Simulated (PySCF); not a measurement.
# C2H8BN (SMILES BNCC): TPSSh/3-21G

What is the vertical ionisation energy of C2H8BN at TPSSh/3-21G? Input form: a Python script.

Program for the calculation: PySCF 2.14.0.

### 1 The molecule

The species is C2H8BN (12 atoms), meant as a singlet with charge 0. SMILES: `BNCC`. The coordinates come from a PBE0-D4/def2-TZVP relaxation. This is one conformer, not always the lowest.

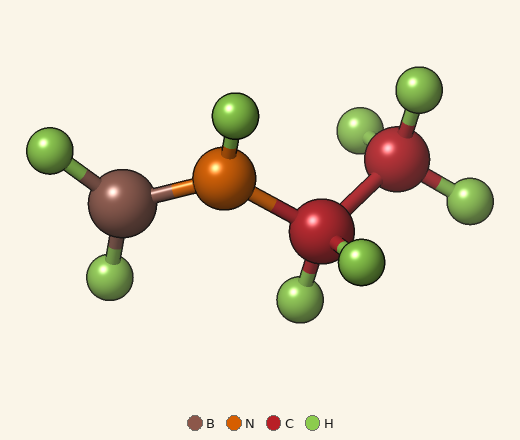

The structure, seen from a chosen angle (boron brown, nitrogen orange, carbon red, hydrogen green).

### 2 The energy at TPSSh/3-21G

start.xyz

```xyz
12
C2H8BN
B     -1.707200     1.011600     0.310500
N     -0.337500     0.821100     0.292300
C      0.374100    -0.425200     0.483000
C      1.168100    -0.838400    -0.742300
H     -2.141500     2.111000     0.119800
H     -2.420900     0.070900     0.517500
H      0.267900     1.608000     0.110300
H     -0.367500    -1.187600     0.730000
H      1.045000    -0.340600     1.346300
H      1.910500    -0.079600    -1.005500
H      1.700800    -1.774800    -0.560500
H      0.508200    -0.976500    -1.601400
```

run.py

```python
from pyscf import gto, dft

mol = gto.M(
    atom='start.xyz',
    charge=0,
    verbose=3,
    basis='3-21g',
    spin=0,
    max_memory=1860,
)

mf = dft.RKS(mol, xc='tpssh')
mf.conv_tol = 1e-10
mf.grids.level = 4
mf.kernel()
if not mf.converged:
    mf = mf.newton().run(mf.mo_coeff, mf.mo_occ)

etot = mf.e_tot
print('E(%s) = %.9f' % ('TPSSH', etot))
```

Started as:

```sh
$ OMP_NUM_THREADS=1 python run.py
```

The log of the run:

```text
converged SCF energy = -159.799932475142
E(TPSSH) = -159.799932475
```

Run time: 15 s. Hardware: 1 thread of Arm Neoverse V1, shared host; peak memory 0.3 GiB.

### 3 The doublet cation at the same level

run.py

```python
from pyscf import gto, dft

mol = gto.Mole()
mol.atom = '''
B     -3.226140     1.911647     0.586760
N     -0.637783     1.551654     0.552367
C      0.706947    -0.803512     0.912738
C      2.207389    -1.584346    -1.402744
H     -4.046848     3.989212     0.226389
H     -4.574838     0.133982     0.977933
H      0.506258     3.038680     0.208437
H     -0.694474    -2.244239     1.379500
H      1.974764    -0.643641     2.544138
H      3.610322    -0.150422    -1.900120
H      3.214046    -3.353886    -1.059191
H      0.960359    -1.845318    -3.026207
'''
mol.max_memory = 1860
mol.basis = '3-21g'
mol.charge = 1
mol.verbose = 3
mol.spin = 1
mol.unit = 'bohr'
mol.build()

myscf = dft.UKS(mol, xc='tpssh')
myscf.grids.level = 4
myscf.conv_tol = 1e-10
myscf.kernel()
if not myscf.converged:
    myscf = myscf.newton().run(myscf.mo_coeff, myscf.mo_occ)

etot = myscf.e_tot
print('E(%s) = %.9f' % ('TPSSH', etot))
```

Started as:

```sh
$ OMP_NUM_THREADS=1 python run.py
```

The log of the run:

```text
WARN: HOMO -0.319249731845901 >= LUMO -0.3192497318459

converged SCF energy = -159.436911602248  <S^2> = 0.75354949  2S+1 = 2.0035463
E(TPSSH) = -159.436911602
```

It took 35 s on 1 thread of Arm Neoverse V1, shared host; peak memory 0.37 GiB.

### 4 Summary of results

Level: TPSSh/3-21G.

| quantity | value |
| --- | --- |
| singlet C2H8BN: total energy | -159.79993 Eh |
| singlet C2H8BN: dipole moment | 2.48 D |
| singlet C2H8BN: HOMO energy | -6.93 eV |
| singlet C2H8BN: LUMO energy | 0.53 eV |
| singlet C2H8BN: HOMO–LUMO gap | 7.47 eV |
| doublet cation: total energy | -159.43691 Eh |
| doublet cation: HOMO energy (highest over α and β) | -14.41 eV |
| doublet cation: LUMO energy (lowest over α and β) | -12.77 eV |
| doublet cation: ⟨S²⟩ | 0.754 |
| vertical ionisation energy (to the doublet cation) | 9.878 eV |

What this shows: The vertical ionisation energy comes to 9.88 eV (228 kcal/mol). The negative HOMO energy of the first species, 6.93 eV, lies 2.94 eV below that difference.
